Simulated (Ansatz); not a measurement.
**AlGeH5 (singlet): correlated methods under varied settings at distance Ge1–Al2 = 1.938 Å**

Aim: run AlGeH5 (singlet) at one geometry under a spread of methods and options, and see what each costs and gives.

Computed with Ansatz 0.2.0, Gaussian basis. Level: the settings change from run to run.

19 further runs of the same task are left out: 2 for a mislabelled method, 11 that didn't finish, 6 set aside as unsound or not needed.

## 1. The system

The geometry derives from a PBE0/def2-TZVP stationary point (not a proven minimum). One bond is set to the value named and the two fragments are kept rigid. No spin-orbit coupling is included. The filled d shell of Ge may be among the frozen orbitals whatever the setting's name suggests; the logs give the count.

7 atoms, charge 0, spin multiplicity 1.

Atoms are counted from 1 here; the program's logs count them from 0.

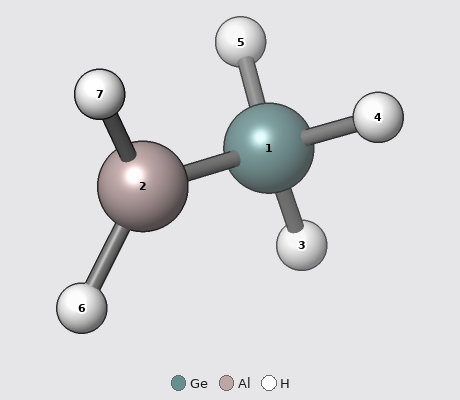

The geometry (germanium teal, aluminium light grey, hydrogen white); atoms are numbered from 1 in the order of the file.

## 2. HF/cc-pVDZ

The input, in.yaml:

```yaml
crystal:
  periodic: [false, false, false]
  atoms:
    - {symbol: Ge, position_ang: [0.000000, 0.000907, 0.535572]}
    - {symbol: Al, position_ang: [0.000000, 0.001005, -1.402428]}
    - {symbol: H, position_ang: [0.000000, 1.409033, 1.160506]}
    - {symbol: H, position_ang: [1.232737, -0.738743, 1.096643]}
    - {symbol: H, position_ang: [-1.232737, -0.738743, 1.096643]}
    - {symbol: H, position_ang: [0.000000, 1.358155, -2.226457]}
    - {symbol: H, position_ang: [0.000000, -1.381934, -2.183186]}
basis:
  gaussian: {orbitals: cc-pVDZ, fitting: {mean_field: def2-universal-jkfit}, point_charges: [{charge: -1.00, position_ang: [5.379, 0.885, 0.193]}]}
magnetization: {spin_polarized: false}
hamiltonian: {xc: hf}
scf: {lower_state_search: off}
output: {orbitals: {seedname: orbitals}}
```

On the command line:

```sh
$ ansatz run in.yaml --threads 1 --pin off --events-out ev --progress --plain --max-ram 2393MiB
```

Standard output:

```text
Functional definition: HF
  name "HF"
  cite "Fock, Z. Phys. 61, 126 (1930) doi:10.1007/BF01340294"
  parent pbe
  exchange = exact_x
  correlation = 0
these checks for a lower state are left out or cut short: stability, starts, cluster_reference, orbital_swaps, neighbouring_geometries, increment
484 factors; integrals over basis functions are off by at most 3.9e-1 eV
mean field evaluation 1: about -63130.7547 eV, gradient 1.2e1 eV
mean field evaluation 2: about -63131.4801 eV, gradient 3.1e0 eV
mean field evaluation 4: about -63131.5477 eV, gradient 1.6e-1 eV
mean field -63131.54794727 eV, -2320.0415949621 hartree, gradient 1.5e-6 eV, S^2 0.000000; 0 other end points of the search recorded, 0 dependent functions left out
reference -63131.54794727 eV, -2320.0415949621 hartree; 25, 25 occupied and 45, 45 virtual orbitals, 484 factors
Total energy: -63131.54794727 eV, -2320.0415949621 hartree
Checks for a lower state left out: stability, starts, cluster_reference, orbital_swaps, neighbouring_geometries, increment
```

Wall time 0.15 s (1 thread of AMD EPYC 9R45, shared host).

## 3. NEVPT2(6,3)/STO-3G

Edit in.yaml of step 2 so:

```diff
@@ -11,6 +11,3 @@
 basis:
-  gaussian: {orbitals: cc-pVDZ, fitting: {mean_field: def2-universal-jkfit}, point_charges: [{charge: -1.00, position_ang: [5.379, 0.885, 0.193]}]}
-magnetization: {spin_polarized: false}
-hamiltonian: {xc: hf}
-scf: {lower_state_search: off}
-output: {orbitals: {seedname: orbitals}}
+  gaussian: {orbitals: STO-3G, fitting: {mean_field: def2-universal-jkfit}}
+correlation: {method: sc_nevpt2, electrons: outside_noble_gas, active_space: {window: {electrons: 6, orbitals: 3}}}
```

Same command.

Standard output:

```text
Functional definition: HF
  name "HF"
  cite "Fock, Z. Phys. 61, 126 (1930) doi:10.1007/BF01340294"
  parent pbe
  exchange = exact_x
  correlation = 0
484 factors; integrals over basis functions are off by at most 1.6e-2 eV
mean field evaluation 1: about -62411.2086 eV, gradient 1.5e1 eV
mean field evaluation 2: about -62412.1958 eV, gradient 3.1e0 eV
mean field evaluation 4: about -62412.2476 eV, gradient 7.2e-2 eV
mean field -62412.24758844 eV, -2293.6077943343 hartree, gradient 8.2e-7 eV, S^2 0.000000; 0 other end points of the search recorded, 0 dependent functions left out
reference -62412.24758844 eV, -2293.6077943343 hartree; 25, 25 occupied and 7, 7 virtual orbitals, 484 factors
state -62412.24758844 eV, -2293.6077943343 hartree
state -62412.24758844 eV, -2293.6077943343 hartree; corrected -62413.90590737 eV, -2293.6687364308 hartree
WARN: 3 active orbitals are nearly empty or full. The corrections depend on them more than the energy does, and are more stable in an active space without them
Total energy: -62413.90590737 eV, -2293.6687364308 hartree
```

It took 0.27 s on 1 thread of AMD EPYC 9R45, shared host.

From the report: 1 determinant; active occupations 2.00, 2.00, 2.00. The report marks this result as in doubt.

## 4. HF/6-31G

Edit in.yaml of step 3 so:

```diff
@@ -11,3 +11,6 @@
 basis:
-  gaussian: {orbitals: STO-3G, fitting: {mean_field: def2-universal-jkfit}}
-correlation: {method: sc_nevpt2, electrons: outside_noble_gas, active_space: {window: {electrons: 6, orbitals: 3}}}
+  gaussian: {orbitals: 6-31G}
+magnetization: {spin_polarized: true, initial_magnetization: 0}
+hamiltonian: {xc: hf}
+accuracy: high
+output: {orbitals: {seedname: orbitals}}
```

Launched as before.

Standard output:

```text
Functional definition: HF
  name "HF"
  cite "Fock, Z. Phys. 61, 126 (1930) doi:10.1007/BF01340294"
  parent pbe
  exchange = exact_x
  correlation = 0
1086 factors; integrals over basis functions are off by at most 4.7e-9 eV
mean field evaluation 1: about -63120.9184 eV, gradient 7.3e0 eV
mean field evaluation 2: about -63121.0017 eV, gradient 7.4e0 eV
mean field evaluation 4: about -63121.5977 eV, gradient 1.0e0 eV
mean field evaluation 8: about -63121.6005 eV, gradient 4.2e-4 eV
mean field -63121.60051567 eV, -2319.6760335933 hartree, gradient 1.6e-8 eV, S^2 0.000000; 0 other end points of the search recorded, 0 dependent functions left out
reference -63121.60051567 eV, -2319.6760335933 hartree; 25, 25 occupied and 27, 27 virtual orbitals, 1086 factors
Total energy: -63121.60051567 eV, -2319.6760335933 hartree
```

Run time: 0.69 s. Hardware: 1 thread of AMD EPYC 9R45, shared host.

From the report: ⟨S²⟩ of the determinant 0.000 (pure singlet: 0.00).

## 5. BCCD(T) on RHF/cc-pVDZ

Edit in.yaml of step 4 so:

```diff
@@ -11,6 +11,5 @@
 basis:
-  gaussian: {orbitals: 6-31G}
-magnetization: {spin_polarized: true, initial_magnetization: 0}
-hamiltonian: {xc: hf}
-accuracy: high
-output: {orbitals: {seedname: orbitals}}
+  gaussian: {orbitals: cc-pVDZ}
+magnetization: {spin_polarized: false}
+correlation: {method: bccd_t, electrons: outside_noble_gas}
+scf: {lower_state_search: off}
```

Same command.

Standard output, shortened:

```text
Functional definition: HF
  name "HF"
  cite "Fock, Z. Phys. 61, 126 (1930) doi:10.1007/BF01340294"
  parent pbe
[...]
719 factors; integrals over basis functions are off by at most 8.8e-4 eV
[...]
mean field -63131.38172525 eV, -2320.0354864156 hartree, gradient 2.3e-6 eV, S^2 0.000000; 0 other end points of the search recorded, 0 dependent functions left out
19 core orbitals not correlated: weight in the atoms' cores, before any rotation towards them, 0.999 or more for the frozen orbitals, at most 0.000 for the correlated occupied ones
reference -63131.38172525 eV, -2320.0354864156 hartree; 6, 6 occupied and 45, 45 virtual orbitals, 719 factors
second order -4.72934940 eV of doubles, -0.00000000 eV of singles
cycle   1  -5.60995257 eV  change   -8.8e-1 eV  update   7.2e-2
[...]
cycle   9  -5.92291842 eV  change    4.5e-6 eV  update   5.8e-6
perturbative correction -0.13401583 eV, -0.0049249908 hartree
Total energy: -63137.43865950 eV, -2320.2580746435 hartree
Checks for a lower state left out: stability, starts, cluster_reference, orbital_swaps, neighbouring_geometries, increment
```

Wall time 0.72 s (1 thread of AMD EPYC 9R45, shared host).

From the report: correlation -6.0569 eV; largest double amplitude 0.03.

## 6. BCCD(T) on RHF/6-31G*

Edit in.yaml of step 5 so:

```diff
@@ -11,5 +11,5 @@
 basis:
-  gaussian: {orbitals: cc-pVDZ}
+  gaussian: {orbitals: "6-31G*"}
 magnetization: {spin_polarized: false}
-correlation: {method: bccd_t, electrons: outside_noble_gas}
-scf: {lower_state_search: off}
+correlation: {method: bccd_t, electrons: outside_noble_gas, diis_vectors: 4}
+output: {forces: true}
```

Launched as before.

Standard output, shortened:

```text
Functional definition: HF
  name "HF"
  cite "Fock, Z. Phys. 61, 126 (1930) doi:10.1007/BF01340294"
  parent pbe
[...]
635 factors; integrals over basis functions are off by at most 5.8e-4 eV
[...]
mean field -63123.92926992 eV, -2319.7616137334 hartree, gradient 2.4e-6 eV, S^2 0.000000; 0 other end points of the search recorded, 0 dependent functions left out
19 core orbitals not correlated: weight in the atoms' cores, before any rotation towards them, 0.999 or more for the frozen orbitals, at most 0.000 for the correlated occupied ones
reference -63123.92926992 eV, -2319.7616137334 hartree; 6, 6 occupied and 39, 39 virtual orbitals, 635 factors
second order -3.73277708 eV of doubles, -0.00000000 eV of singles
cycle   1  -4.46524578 eV  change   -7.3e-1 eV  update   7.5e-2
[...]
cycle  10  -4.77543195 eV  change   -3.7e-6 eV  update   2.7e-6
perturbative correction -0.12163447 eV, -0.0044699842 hartree
[...]
Total energy: -63128.82633633 eV, -2319.9415776048 hartree
Atom 0 at     0.000000     0.000907     0.535572 Å, force     0.000000     0.198161    11.794484 eV/Å
Atom 1 at     0.000000     0.001005    -1.402428 Å, force    -0.000000    -0.021783   -12.171674 eV/Å
Atom 2 at     0.000000     1.409033     1.160506 Å, force     0.000000     0.243992     0.355731 eV/Å
Atom 3 at     1.232737    -0.738743     1.096643 Å, force     0.246423    -0.196368     0.277225 eV/Å
Atom 4 at    -1.232737    -0.738743     1.096643 Å, force    -0.246423    -0.196368     0.277225 eV/Å
Atom 5 at     0.000000     1.358155    -2.226457 Å, force    -0.000000     0.157312    -0.286122 eV/Å
Atom 6 at     0.000000    -1.381934    -2.183186 Å, force     0.000000    -0.184946    -0.246868 eV/Å
Dipole moment:    -0.000000    -0.004961     0.068120 e Å
```

Run time: 1.5 s. Hardware: 1 thread of AMD EPYC 9R45, shared host.

From the report: correlation -4.8971 eV; largest double amplitude 0.03.

## 7. MP2 on RHF/cc-pVDZ

Edit in.yaml of step 6 so:

```diff
@@ -11,5 +11,5 @@
 basis:
-  gaussian: {orbitals: "6-31G*"}
+  gaussian: {orbitals: cc-pVDZ}
 magnetization: {spin_polarized: false}
-correlation: {method: bccd_t, electrons: outside_noble_gas, diis_vectors: 4}
+correlation: {method: mp2, electrons: all}
 output: {forces: true}
```

Same command.

Standard output, shortened:

```text
Functional definition: HF
  name "HF"
  cite "Fock, Z. Phys. 61, 126 (1930) doi:10.1007/BF01340294"
  parent pbe
[...]
719 factors; integrals over basis functions are off by at most 8.8e-4 eV
[...]
mean field -63131.38172525 eV, -2320.0354864156 hartree, gradient 2.3e-6 eV, S^2 0.000000; 0 other end points of the search recorded, 0 dependent functions left out
reference -63131.38172525 eV, -2320.0354864156 hartree; 25, 25 occupied and 45, 45 virtual orbitals, 719 factors
second order -5.89498857 eV of doubles, -0.00000000 eV of singles
[...]
Total energy: -63137.27671382 eV, -2320.2521232497 hartree
Atom 0 at     0.000000     0.000907     0.535572 Å, force    -0.000000     0.160644    12.255233 eV/Å
Atom 1 at     0.000000     0.001005    -1.402428 Å, force     0.000000    -0.017531   -12.269681 eV/Å
Atom 2 at     0.000000     1.409033     1.160506 Å, force    -0.000000    -0.145203     0.172861 eV/Å
Atom 3 at     1.232737    -0.738743     1.096643 Å, force    -0.098284     0.015228     0.104613 eV/Å
Atom 4 at    -1.232737    -0.738743     1.096643 Å, force     0.098284     0.015228     0.104613 eV/Å
Atom 5 at     0.000000     1.358155    -2.226457 Å, force    -0.000000     0.012488    -0.203984 eV/Å
Atom 6 at     0.000000    -1.381934    -2.183186 Å, force    -0.000000    -0.040855    -0.163655 eV/Å
Dipole moment:    -0.000000    -0.001080     0.057826 e Å
```

It took 0.99 s on 1 thread of AMD EPYC 9R45, shared host.

## 8. CISD/cc-pVDZ

Edit in.yaml of step 7 so:

```diff
@@ -12,4 +12,4 @@
   gaussian: {orbitals: cc-pVDZ}
-magnetization: {spin_polarized: false}
-correlation: {method: mp2, electrons: all}
+correlation: {active_space: {ras: {orbitals: [6, 0, 45], electrons: 12, max_holes: 2, max_particles: 2}, fixed_orbitals: true}}
+scf: {lower_state_search: off}
 output: {forces: true}
```

Same command.

Standard output, shortened:

```text
Functional definition: HF
  name "HF"
  cite "Fock, Z. Phys. 61, 126 (1930) doi:10.1007/BF01340294"
  parent pbe
[...]
719 factors; integrals over basis functions are off by at most 8.8e-4 eV
[...]
mean field -63131.38172525 eV, -2320.0354864156 hartree, gradient 2.3e-6 eV, S^2 0.000000; 0 other end points of the search recorded, 0 dependent functions left out
reference -63131.38172525 eV, -2320.0354864156 hartree; 25, 25 occupied and 45, 45 virtual orbitals, 719 factors
state -63136.80372373 eV, -2320.2347411844 hartree
[...]
Total energy: -63136.80372373 eV, -2320.2347411844 hartree
Atom 0 at     0.000000     0.000907     0.535572 Å, force    -0.000001     0.158782    12.425118 eV/Å
Atom 1 at     0.000000     0.001005    -1.402428 Å, force     0.000001    -0.014605   -12.632259 eV/Å
Atom 2 at     0.000000     1.409033     1.160506 Å, force     0.000000     0.001173     0.242063 eV/Å
Atom 3 at     1.232737    -0.738743     1.096643 Å, force     0.031856    -0.058419     0.167221 eV/Å
Atom 4 at    -1.232737    -0.738743     1.096643 Å, force    -0.031856    -0.058419     0.167221 eV/Å
Atom 5 at     0.000000     1.358155    -2.226457 Å, force    -0.000000     0.004178    -0.205176 eV/Å
Atom 6 at     0.000000    -1.381934    -2.183186 Å, force    -0.000000    -0.032689    -0.164187 eV/Å
Dipole moment:    -0.000000     0.000345     0.048592 e Å
Checks for a lower state left out: starts, cluster_reference, orbital_swaps, neighbouring_geometries, increment
```

Run time: 2.6 s. Hardware: 1 thread of AMD EPYC 9R45, shared host.

From the report: 53,881 determinants.

## 9. CCSD(T) on UHF/6-31G*

Edit in.yaml of step 8 so:

```diff
@@ -11,5 +11,6 @@
 basis:
-  gaussian: {orbitals: cc-pVDZ}
-correlation: {active_space: {ras: {orbitals: [6, 0, 45], electrons: 12, max_holes: 2, max_particles: 2}, fixed_orbitals: true}}
+  gaussian: {orbitals: "6-31G*"}
+magnetization: {spin_polarized: true, initial_magnetization: 0}
+correlation: {method: ccsd_t, electrons: valence, diis_vectors: 12}
+accuracy: high
 scf: {lower_state_search: off}
-output: {forces: true}
```

The command is unchanged.

Standard output, shortened:

```text
Functional definition: HF
  name "HF"
  cite "Fock, Z. Phys. 61, 126 (1930) doi:10.1007/BF01340294"
  parent pbe
[...]
1306 factors; integrals over basis functions are off by at most 4.6e-9 eV
[...]
mean field -63123.92943386 eV, -2319.7616197581 hartree, gradient 1.5e-8 eV, S^2 0.000000; 0 other end points of the search recorded, 0 dependent functions left out
14 core orbitals not correlated: weight in the atoms' cores, before any rotation towards them, 1.000 or more for the frozen orbitals, at most 0.000 for the correlated occupied ones
reference -63123.92943386 eV, -2319.7616197581 hartree; 11, 11 occupied and 39, 39 virtual orbitals, 1306 factors
second order -8.61764091 eV of doubles, -0.00000000 eV of singles
cycle   1  -8.69315645 eV  change   -7.6e-2 eV  update   8.8e-2
[...]
cycle  18  -9.17652370 eV  change  -3.2e-10 eV  update   2.3e-9
perturbative correction -0.19747891 eV, -0.0072572161 hartree
Total energy: -63133.30343646 eV, -2320.1061080000 hartree
Checks for a lower state left out: stability, starts, cluster_reference, orbital_swaps, neighbouring_geometries, increment
```

It took 3.2 s on 1 thread of AMD EPYC 9R45, shared host; peak memory 0.32 GiB.

From the report: ⟨S²⟩ of the determinant 0.000 (pure singlet: 0.00); correlation -9.3740 eV; T1 0.014; largest double amplitude 0.03.

## 10. All runs side by side

Where basis and cores are those of an earlier RCCSDT(Q)/cc-pVDZ run (-63137.4695 eV), and the state is the same kind, the miss against it is given. † marks a result that the program doubts.

```tsv
level	correlated	functions	energy (eV)	from RCCSDT(Q) (meV)	time
HF/cc-pVDZ (beside a point charge)		70	-63131.5479		0.15 s
NEVPT2(6,3)/STO-3G †	outside noble gas	32	-62413.9059		0.27 s
HF/6-31G		52	-63121.6005		0.69 s
BCCD(T) on RHF/cc-pVDZ	outside noble gas	70	-63137.4387	30.8	0.72 s
BCCD(T) on RHF/6-31G*	outside noble gas	64	-63128.8263		1.5 s
MP2 on RHF/cc-pVDZ	all	70	-63137.2767		0.99 s
CISD/cc-pVDZ	outside noble gas	70	-63136.8037	665.7	2.6 s
CCSD(T) on UHF/6-31G*	valence	64	-63133.3034		3.2 s
```

## 11. What came out

```
quantity                                       value
    runs                                           8
quickest  HF/cc-pVDZ (beside a point charge), 0.15 s
 slowest                CCSD(T) on UHF/6-31G*, 3.2 s
```

**Reading.** Total energies in different bases, with other cores or another treatment of relativity can't be set against each other. CCSD(T) on UHF/6-31G* took 21 times as long as HF/cc-pVDZ (beside a point charge); the jobs differ in more than the method. Among the correlated runs with a miss given, it spans +31 to +666 meV.
